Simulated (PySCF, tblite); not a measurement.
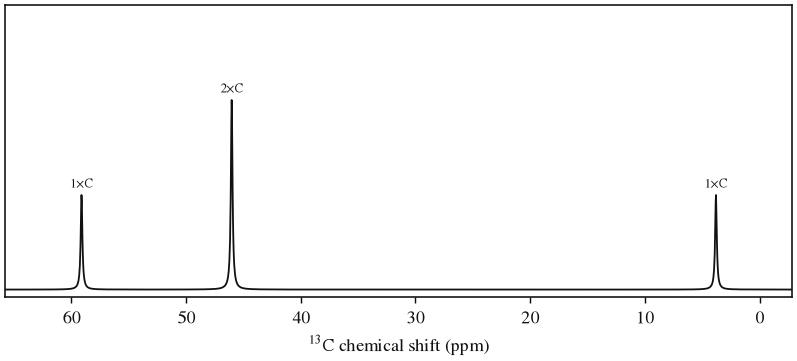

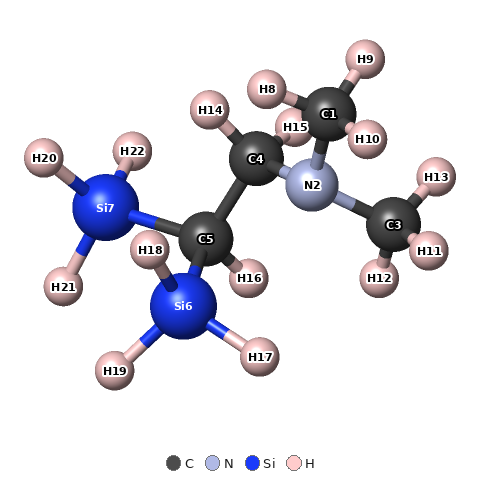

Spectrum and numbered structure of C₄H₁₅NSi₂, SMILES CN(C)CC([SiH3])[SiH3]. GIAO shifts, PBE0/pcSseg-1, PySCF, at a GFN2-xTB geometry (a minimum by its frequencies), against TMS for ¹³C computed at the same level. Gas phase, fully decoupled, line heights follow the number of nuclei, widths are arbitrary (no quadrupolar broadening); values of one conformer, averaged over nuclei that symmetry, rotation about single bonds or inversion at nitrogen exchange, these motions taken as fast; other conformers aren't averaged in.

Assign the ¹³C signals to the numbered atoms.

Answer.
| δ (ppm) | nuclei | atoms |
| --- | --- | --- |
| 59.1 | 1 | C4 |
| 46.0 | 2 | C1, C3 |
| 3.8 | 1 | C5 |

Caveats: the tight-binding geometry is rougher than a DFT one and adds to the error.
